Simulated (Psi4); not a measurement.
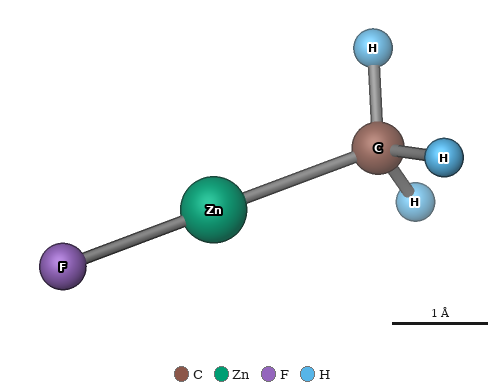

The structure as given in the input (ball-and-stick view, seen at a tilt). Sticks mark near contacts.

# Run report: CH₃FZn, single-point calculation

The run: single-point calculation of CH₃FZn, SMILES [CH3][Zn][F]. Method and program: B3LYP/def2-TZVPP, RKS, dispersion D4 (Psi4 1.11).

The geometry was optimised with PBE0/def2-TZVP.

**The input (ch3fzn.inp)**
```
memory 3300 mb

molecule system {
  C      0.437379    -0.406033     0.360782
  Zn    -0.705036     0.689201    -0.713286
  F     -1.754869     1.694366    -1.696413
  H     -0.021847    -1.380943     0.532971
  H      1.397024    -0.557763    -0.136262
  H      0.618643     0.067367     1.327266
  units angstrom
  symmetry c1
}

set basis def2-TZVPP
set reference rks
set scf_type df
set dft_radial_points 99
set dft_spherical_points 590

e_tot = energy("b3lyp-d4")
```

Machine: 2 threads of Intel Xeon @ 2.50GHz (Skylake/Cascade Lake), 189 GiB of memory available, shared host.

Command:
```bash
psi4 -i ch3fzn.inp -o ch3fzn.out -n 2
```

**The program's output**
```
Psi4 1.11 release

   => Loading Basis Set <=

    Name: DEF2-TZVPP
    Role: ORBITAL
    Keyword: BASIS

   => B3LYP-D4(BJ,EEQ)ATM: Empirical Dispersion <=

        a1 =       0.408680
        a2 =       4.538071
       alp =      16.000000
        s6 =       1.000000
        s8 =       2.029294
        s9 =       1.000000
        ga =       3.000000
        gc =       2.000000
        wf =       6.000000

         ---------------------------------------------------------
                                   SCF
                              RKS Reference
                        2 Threads,   3147 MiB Core
         ---------------------------------------------------------

  ==> Geometry <==

    Molecular point group: c1
    Full point group: C1

    Geometry (in Angstrom), charge = 0, multiplicity = 1:

       Center              X                  Y                   Z               Mass
    ------------   -----------------  -----------------  -----------------  -----------------
         C            1.163804160498    -1.115488588074     1.093413990304    12.000000000000
         ZN           0.021389160498    -0.020254588074     0.019345990304    63.929142010000
         F           -1.028443839502     0.984910411926    -0.963781009696    18.998403162730
         H            0.704578160498    -2.090398588074     1.265602990304     1.007825032230
         H            2.123449160498    -1.267218588074     0.596369990304     1.007825032230
         H            1.345068160498    -0.642088588074     2.059897990304     1.007825032230

  Running in c1 symmetry.

  Rotational constants: A =      5.32916  B =      0.14077  C =      0.14077 [cm^-1]
  Rotational constants: A = 159764.25655  B =   4220.09132  C =   4220.08964 [MHz]
  Nuclear repulsion =  171.030923183384289

  Charge       = 0
  Multiplicity = 1
  Electrons    = 48
  Nalpha       = 24
  Nbeta        = 24

  ==> Algorithm <==

  SCF Algorithm Type is DF.
  DIIS enabled.
  MOM disabled.
  Fractional occupation disabled.
  Guess Type is SAD.
  Energy threshold   = 1.00e-06
  Density threshold  = 1.00e-06
  Integral threshold = 1.00e-12

  ==> Primary Basis <==

  Basis Set: DEF2-TZVPP
    Blend: DEF2-TZVPP
    Number of shells: 58
    Number of basis functions: 168
    Number of Cartesian functions: 197
    Spherical Harmonics?: true
    Max angular momentum: 4

  ==> DFT Potential <==

   => LibXC <=

    Version 7.1.2

   => Composite Functional: B3LYP-D4BJEEQATM <=

    B3LYP-d4bjeeqatm Hyb-GGA Exchange-Correlation Functional

    Deriv               =              1
    GGA                 =           TRUE
    Meta                =          FALSE

    Exchange Hybrid     =           TRUE
    MP2 Hybrid          =          FALSE

   => Exchange Functionals <=

    0.0800   Slater exchange
    0.7200         Becke 88

   => Exact (HF) Exchange <=

    0.2000               HF

   => Correlation Functionals <=

    0.1900   Vosko, Wilk & Nusair (VWN5_RPA)
    0.8100   Lee, Yang & Parr

   => LibXC Density Thresholds  <==

    XC_HYB_GGA_XC_B3LYP:  1.00E-15

   => Molecular Quadrature <=

    Radial Scheme          =       TREUTLER
    Pruning Scheme         =           NONE
    Nuclear Scheme         =       TREUTLER

    Blocking Scheme        =         OCTREE
    BS radius alpha        =              1
    Pruning alpha          =              1
    Radial Points          =             99
    Spherical Points       =            590
    Total Points           =         335422
    Total Blocks           =           2444
    Max Points             =            256
    Max Functions          =            165
    Weights Tolerance      =       1.00E-15

   => Loading Basis Set <=

    Name: (DEF2-TZVPP AUX)
    Role: JKFIT
    Keyword: DF_BASIS_SCF

  ==> Integral Setup <==

  DFHelper Memory: AOs need 0.104 GiB; user supplied 1.254 GiB.
  SCF_SUBTYPE=INCORE selected. In-core MEM_DF algorithm will be used.
  Using in-core AOs.

  ==> MemDFJK: Density-Fitted J/K Matrices <==

    J tasked:                   Yes
    K tasked:                   Yes
    wK tasked:                   No
    Memory [MiB]:              1284
    Algorithm:                 Core
    Schwarz Cutoff:           1E-12
    Mask sparsity (%):       4.9532
    Fitting Condition:        1E-10

   => Auxiliary Basis Set <=

  Basis Set: (DEF2-TZVPP AUX)
    Blend: DEF2-UNIVERSAL-JKFIT
    Number of shells: 126
    Number of basis functions: 470
    Number of Cartesian functions: 619
    Spherical Harmonics?: true
    Max angular momentum: 6

  Cached 100.0% of DFT collocation blocks in 1.051 [GiB].

  Minimum eigenvalue in the overlap matrix is 5.2750890706E-04.
  Reciprocal condition number of the overlap matrix is 7.2019849571E-05.
    Using symmetric orthogonalization.

  ==> Pre-Iterations <==

  SCF Guess: Superposition of Atomic Densities via on-the-fly atomic UHF (no occupation information).

   -------------------------
    Irrep   Nso     Nmo
   -------------------------
     A        168     168
   -------------------------
    Total     168     168
   -------------------------

  ==> Iterations <==

                           Total Energy        Delta E     RMS |[F,P]|

   @DF-RKS iter SAD: -1916.08471378704462   -1.91608e+03   0.00000e+00
   @DF-RKS iter   1: -1916.68018179279761   -5.95468e-01   2.46663e-02 ADIIS/DIIS
   @DF-RKS iter   2: -1870.26780006570880    4.64124e+01   5.59571e-02 ADIIS/DIIS
   @DF-RKS iter   3: -1918.93029816928288   -4.86625e+01   5.38580e-03 ADIIS/DIIS
   @DF-RKS iter   4: -1919.09621476232655   -1.65917e-01   4.11364e-03 ADIIS/DIIS
   @DF-RKS iter   5: -1919.29116155200745   -1.94947e-01   1.06596e-03 ADIIS/DIIS
   @DF-RKS iter   6: -1919.30574984816394   -1.45883e-02   3.01634e-04 ADIIS/DIIS
   @DF-RKS iter   7: -1919.30632666403312   -5.76816e-04   2.12649e-04 ADIIS/DIIS
   @DF-RKS iter   8: -1919.30669624160896   -3.69578e-04   3.13656e-05 DIIS
   @DF-RKS iter   9: -1919.30670323208210   -6.99047e-06   2.34046e-06 DIIS
   @DF-RKS iter  10: -1919.30670327865278   -4.65707e-08   3.81552e-07 DIIS
  Energy and wave function converged.

  ==> Post-Iterations <==

   Electrons on quadrature grid:
      Ntotal   =   48.0000001561 ; deviation = 1.561e-07

    Orbital Energies [Eh]
    ---------------------

    Doubly Occupied:

       1A   -347.287416     2A    -42.238869     3A    -37.218413
       4A    -37.218413     5A    -37.214996     6A    -24.606940
       7A    -10.174062     8A     -4.852026     9A     -3.244204
      10A     -3.244203    11A     -3.238654    12A     -1.092878
      13A     -0.697958    14A     -0.532816    15A     -0.528044
      16A     -0.528043    17A     -0.523375    18A     -0.523375
      19A     -0.409821    20A     -0.409810    21A     -0.384890
      22A     -0.351331    23A     -0.351330    24A     -0.316475

    Virtual:

      25A     -0.031487    26A     -0.007659    27A     -0.007650
      28A      0.043404    29A      0.097186    30A      0.097193
      31A      0.140758    32A      0.158410    33A      0.192495
      34A      0.192523    35A      0.212660    36A      0.212678
      37A      0.233356    38A      0.279764    39A      0.279869
      40A      0.336408    41A      0.336495    42A      0.354884
      43A      0.450931    44A      0.450957    45A      0.465430
      46A      0.502340    47A      0.607188    48A      0.654754
      49A      0.654844    50A      0.709595    51A      0.797222
      52A      0.797333    53A      0.864266    54A      0.899819
      55A      0.947583    56A      0.947642    57A      0.994611
      58A      0.994753    59A      1.061942    60A      1.100810
      61A      1.100878    62A      1.142261    63A      1.203211
      64A      1.203370    65A      1.391346    66A      1.418728
      67A      1.418776    68A      1.440215    69A      1.440320
      70A      1.462107    71A      1.548259    72A      1.738438
      73A      1.783960    74A      1.784156    75A      2.018137
      76A      2.018142    77A      2.180785    78A      2.180840
      79A      2.300908    80A      2.301008    81A      2.327446
      82A      2.524452    83A      2.524494    84A      2.586113
      85A      2.710688    86A      2.797782    87A      2.797803
      88A      2.798237    89A      2.866258    90A      2.886132
      91A      2.886161    92A      3.055921    93A      3.055983
      94A      3.277845    95A      3.289143    96A      3.289160
      97A      3.300572    98A      3.369132    99A      3.369219
     100A      3.399418   101A      3.399533   102A      3.548502
     103A      3.659417   104A      3.740348   105A      3.740370
     106A      3.827196   107A      3.832351   108A      3.836482
     109A      3.868686   110A      3.868750   111A      3.953247
     112A      3.953403   113A      4.010811   114A      4.033307
     115A      4.033463   116A      4.074587   117A      4.166792
     118A      4.166874   119A      4.183066   120A      4.255761
     121A      4.405480   122A      4.537254   123A      4.537331
     124A      4.598281   125A      4.767942   126A      4.767983
     127A      4.918099   128A      4.918128   129A      5.073752
     130A      5.073824   131A      5.077301   132A      5.099722
     133A      5.140785   134A      5.303327   135A      5.303394
     136A      5.535265   137A      5.535381   138A      5.549999
     139A      6.918630   140A      6.918631   141A      6.932140
     142A      6.932140   143A      6.962351   144A      6.962358
     145A      6.991052   146A      8.312306   147A      8.312311
     148A      8.428779   149A      8.428786   150A      8.845483
     151A     14.205504   152A     14.205505   153A     14.209554
     154A     14.209586   155A     14.213176   156A     14.213177
     157A     14.218205   158A     14.218206   159A     14.247327
     160A     14.964755   161A     14.964970   162A     14.985711
     163A     14.985730   164A     15.035959   165A     15.035986
     166A     15.164545   167A     23.275054   168A     56.836524

    Final Occupation by Irrep:
              A
    DOCC [    24 ]
    NA   [    24 ]
    NB   [    24 ]

  @DF-RKS Final Energy: -1919.30670327865278

   => Energetics <=

    Nuclear Repulsion Energy =            171.0309231833842887
    One-Electron Energy =               -3016.0971468406037275
    Two-Electron Energy =                 996.8431722744543322
    DFT Exchange-Correlation Energy =     -71.0796969496321935
    Empirical Dispersion Energy =          -0.0039549462555404
    VV10 Nonlocal Energy =                  0.0000000000000000
    Total Energy =                      -1919.3067032786527761

Computation Completed

Properties will be evaluated at   0.000000,   0.000000,   0.000000 [a0]

Properties computed using the SCF density matrix

 Multipole Moments:

 ------------------------------------------------------------------------------------
     Multipole            Electronic (a.u.)      Nuclear  (a.u.)        Total (a.u.)
 ------------------------------------------------------------------------------------

 L = 1.  Multiply by 2.5417464519 to convert [e a0] to [Debye]
 Dipole X            :         -4.1317381            4.8029293            0.6711912
 Dipole Y            :          3.9613032           -4.6035263           -0.6422232
 Dipole Z            :         -3.8862026            4.5139993            0.6277966
 Magnitude           :                                                    1.1211944

 ------------------------------------------------------------------------------------

	total time  =         37 seconds =       0.62 minutes

    Psi4 run time: 0:00:37.61
```

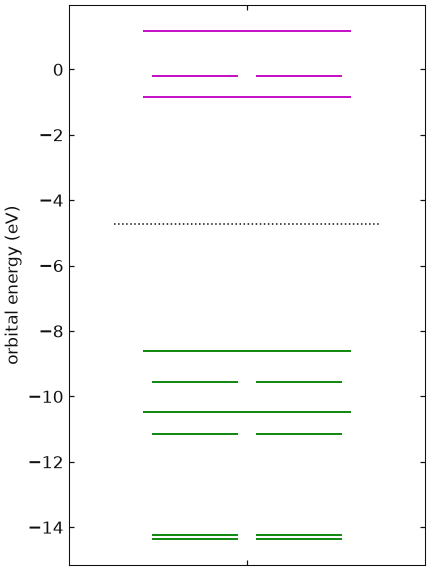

Orbital energies near the frontier; the dotted line parts filled from empty levels, and levels within 0.02 eV of each other stand side by side. Highest filled −8.61 eV, lowest empty −0.86 eV, 7.75 eV apart.

**Summary**

| quantity | value |
| --- | --- |
| outcome | converged |
| total energy | −1919.306703 hartree |
| dispersion energy | −0.003955 hartree |
| basis functions | 168 |
| HOMO | −8.61 eV |
| LUMO | −0.86 eV |
| dipole moment | 2.85 D |
| wall time | 41 s (CPU time 80 s) |
| peak memory | 1.5 GiB |
